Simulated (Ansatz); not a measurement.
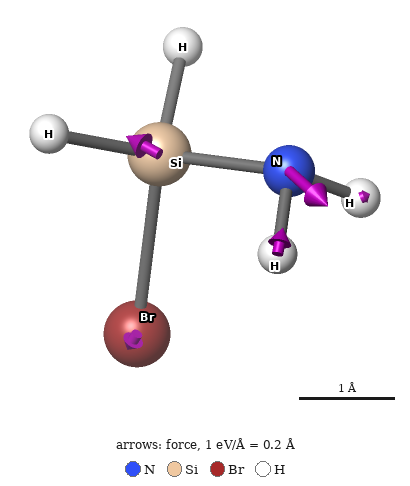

Starting geometry of SiNH$_{4}$Br with the computed forces as purple arrows. Style: ball-and-stick. Shown at a tilt.

The run prepares an end point of a later path (inversion) calculation, from a guessed geometry.

The calculation used RKS PBE-D4/def2-SVP in Ansatz 0.2.0.

Input file:
```yaml
crystal:
  periodic: [false, false, false]
  atoms:
    - { symbol: "N", position_ang: [-0.9633, -0.4919, -0.2375] }
    - { symbol: Si, position_ang: [0.5037, -0.0662, 0.4011] }
    - { symbol: Br, position_ang: [1.2133, 1.644, -0.7932] }
    - { symbol: H, position_ang: [-0.8223, -0.6337, -1.2436] }
    - { symbol: H, position_ang: [-1.5987, 0.3731, -0.2184] }
    - { symbol: H, position_ang: [0.314, 0.3411, 1.8124] }
    - { symbol: H, position_ang: [1.4146, -1.2345, 0.2335] }
basis:
  gaussian: { orbitals: def2-SVP }
hamiltonian:
  xc: pbe
  dispersion: d4
relax:
  f_tol: 0.015
  max_steps: 40
```

Launched with:
```bash
ansatz run input.yaml --threads 1 --pin off --max-ram 2048MiB --backend cpu --events-out ev --progress --plain --runs-dir out
```

Question: What follows when this structure is relaxed?

Answer: It isn't relaxed: the largest force vector, on N1, is 3.71 eV/Å. The final displacements have little in common with the starting forces (cosine between the two patterns 0.29). Br3 moves most after the best rigid fit: 0.42 Å. By element the largest moves are Br 0.42 Å, H 0.30 Å, N 0.10 Å, Si 0.09 Å. Among the contacts that change: N1–Si2 1.656 → 1.730 Å, Si2–Br3 2.203 → 2.271 Å, N1–H5 1.073 → 1.024 Å, Si2–H6 1.481 → 1.497 Å. Bond angles that change, for instance: Si2–N1–H4 107.0° → 118.6°, Si2–N1–H5 108.1° → 118.7°, N1–Si2–Br3 106.0° → 116.2°. After 6 geometry steps the energy has fallen by 38.4 kJ/mol. Largest force component: 3.4 eV/Å at the start, 0.0091 eV/Å at the end.
